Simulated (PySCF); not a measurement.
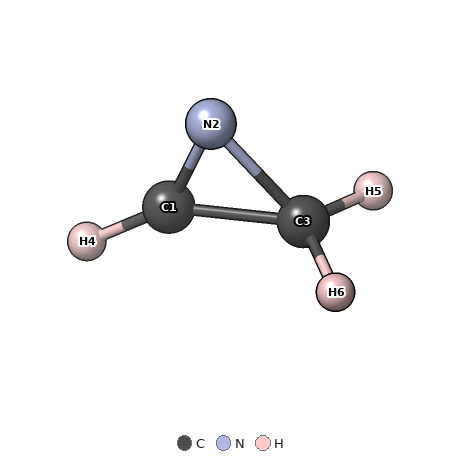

C₂H₃N (2h-azirine), SMILES C1=NC1. Simulated ¹H spectrum at 90 MHz, line width 1.0 Hz, from GIAO shifts (PBE0/pcSseg-1, against TMS) and couplings (B3LYP/pcJ-1), PySCF, at a GFN2-xTB geometry (no frequency check). Gas phase, values of one conformer, averaged over methyl-type rotors and exact or near symmetry; couplings among ¹H are treated exactly, other nuclei are left out. The upper panels enlarge each group of lines, each scaled alone.

> Give the shifts and couplings that make up the spectrum.

```
δ (ppm)  nuclei   atoms
  10.39       1      H4
   1.10       2  H5, H6
```


```tsv
pair	J (Hz)
H4–H5, H4–H6	−2.1
```

Not listed: couplings under 0.5 Hz, those between magnetically equivalent nuclei.

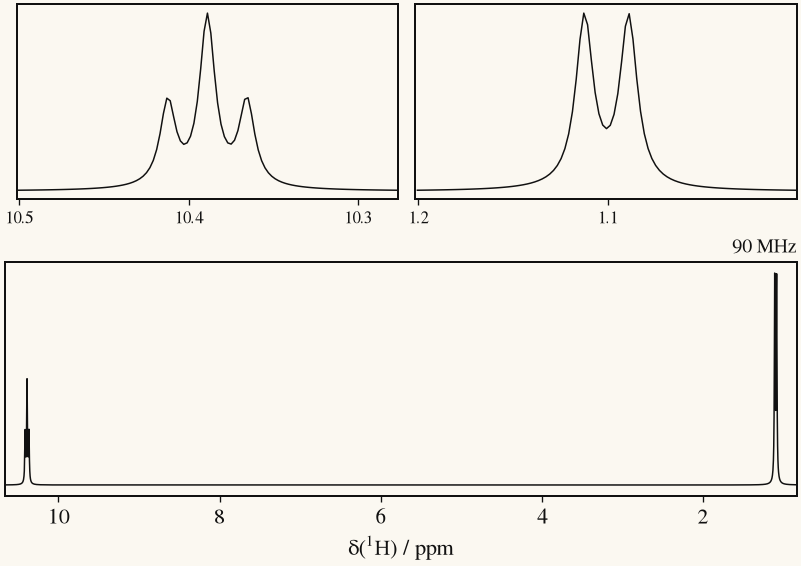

Caveats, for all or some of the runs: the tight-binding geometry is rougher than a DFT one and adds to the error.
